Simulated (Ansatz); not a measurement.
```xyz
8

C    -0.0382   -0.3942    0.7372
N    -0.0325    0.8639    0.0000
C    -0.0382   -0.3942   -0.7372
H     0.8969    1.2684    0.0000
H    -0.9553   -0.6030    1.2768
H    -0.9553   -0.6030   -1.2768
H     0.8689   -0.7079    1.2440
H     0.8689   -0.7079   -1.2440
```

Geometry: PBE0-D4/def2-TZVP.

Theory: Ansatz 0.2.0, RKS PBE0-D4/def2-TZVPP.

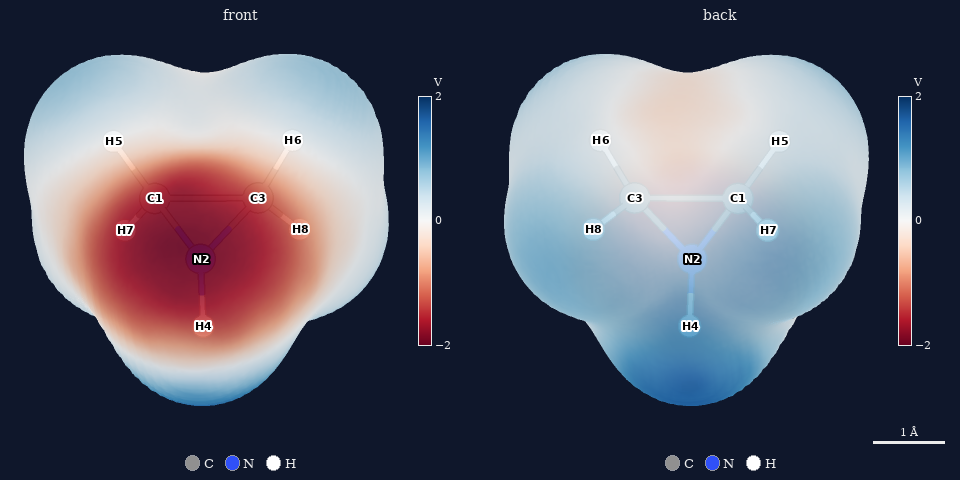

C₂H₅N (SMILES C1CN1). The electrostatic potential painted on the density surface at 0.002 e/bohr³, seen from the front and from behind; red is negative and blue positive.

Question: Where is the surface potential most negative and most positive?

Answer: The most negative region (about −1.9 V) lies over N2, the most positive (about +1.6 V) over H4. N2 is the likeliest acceptor of a hydrogen bond.
